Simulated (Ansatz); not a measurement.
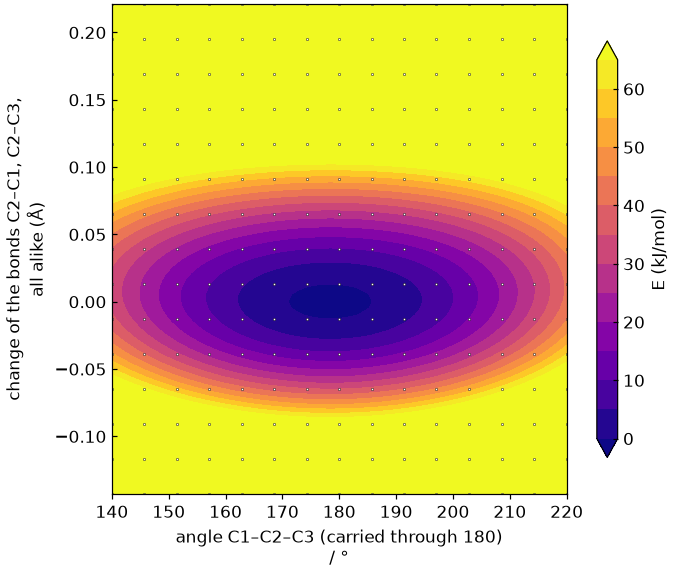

C3H2Cl, SMILES [CH+]=C=CCl, charge +1. The first coordinate is: angle C1–C2–C3 (carried through 180); the second: change of the bonds C2–C1, C2–C3, all alike. Nothing is relaxed (all other coordinates rigid). The grid has 15 × 15 points. Points are written as (first, second). Energies: kJ/mol, counted from the lowest grid point. Computed with Ansatz 0.2.0, RKS wB97M-V/def2-SVP.

In the figure: filled contours, dots at the grid points, one colour for all values above the top of the scale. Between grid points the surface is interpolated.

Estimate the position of the minimum and the force constants in these coordinates.

Answer. The interpolated minimum is at the first coordinate ≈ 178.4°, the second coordinate ≈ 0.000 Å. The curvatures there are about 1.6 eV/rad² and 158 eV/Å², with a cross term of about 0 eV/(rad·Å). Round the minimum the two coordinates are nearly uncoupled. (1 eV is 96.5 kJ/mol.)
